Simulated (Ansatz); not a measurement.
The figure comes from a scan of Si (diamond): one Si atom of a 2-atom cell moves by u along (1.00, 0.00, 0.00) and v along (0.00, 1.00, 0.00). Method: PBEsol (plane waves to 420 eV, PAW, scalar-relativistic; Ansatz, an electronic-structure program). k mesh 9×9×9 (Γ-centred), Fermi-Dirac smearing 0.05 eV. Energies are smeared free energies. As the smearing reaches across the gap at some points, energies and forces of such displacements shift with the k mesh and the smearing. Si was relaxed with its symmetry unable to fall. The zero of ΔE is the undisplaced structure. Axes are in Å.

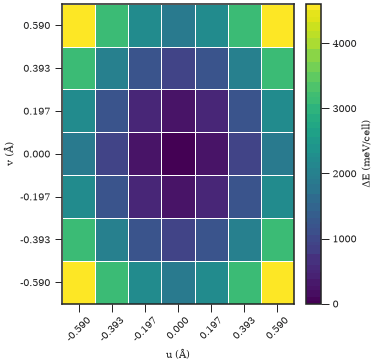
Fig. 1. ΔE (meV/cell), one tile a computed point.

Question: Turn the plot into a table (rounded to what can be read).

Answer: To the nearest 500:

ΔE (meV/cell), with u across and v down:

| v \ u | -0.590 | -0.393 | -0.197 | 0.000 | 0.197 | 0.393 | 0.590 |
|---|---|---|---|---|---|---|---|
| -0.590 | 4500 | 3000 | 2000 | 2000 | 2000 | 3000 | 4500 |
| -0.393 | 3000 | 2000 | 1000 | 1000 | 1000 | 2000 | 3000 |
| -0.197 | 2000 | 1000 | 500 | 0 | 500 | 1000 | 2000 |
| 0.000 | 2000 | 1000 | 0 | 0 | 0 | 1000 | 2000 |
| 0.197 | 2000 | 1000 | 500 | 0 | 500 | 1000 | 2000 |
| 0.393 | 3000 | 2000 | 1000 | 1000 | 1000 | 2000 | 3000 |
| 0.590 | 4500 | 3000 | 2000 | 2000 | 2000 | 3000 | 4500 |

(A displaced cell: forces are minus the slopes of the energy, force constants its curvatures, and phonons follow from these.)
